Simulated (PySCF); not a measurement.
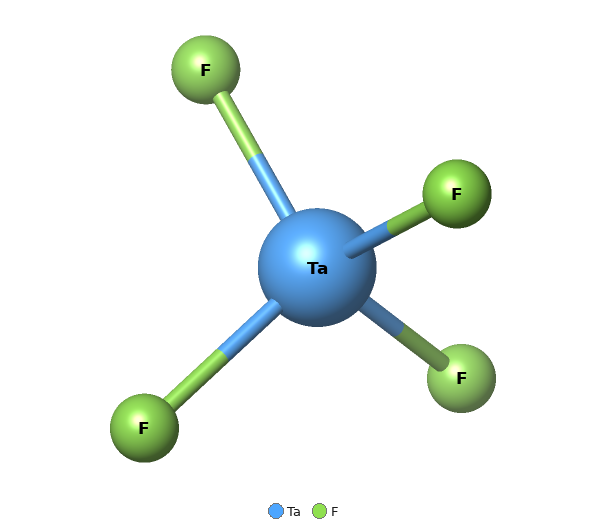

A metal compound. The species has charge +1 and is a spin singlet. The geometry was computed by an optimisation with PBE0/def2-SVP with core potentials.

Question: Describe the coordination sphere.

Answer: Ta binds 4 atoms: 4 F at 1.81 Å. The arrangement is tetrahedral.

Question: Give the formal oxidation state and the d-electron count.

Answer: Ta(V), d⁰, counting the ligands as closed-shell ions or neutral donors.

The search tried a few shapes and spins; others may lie lower.
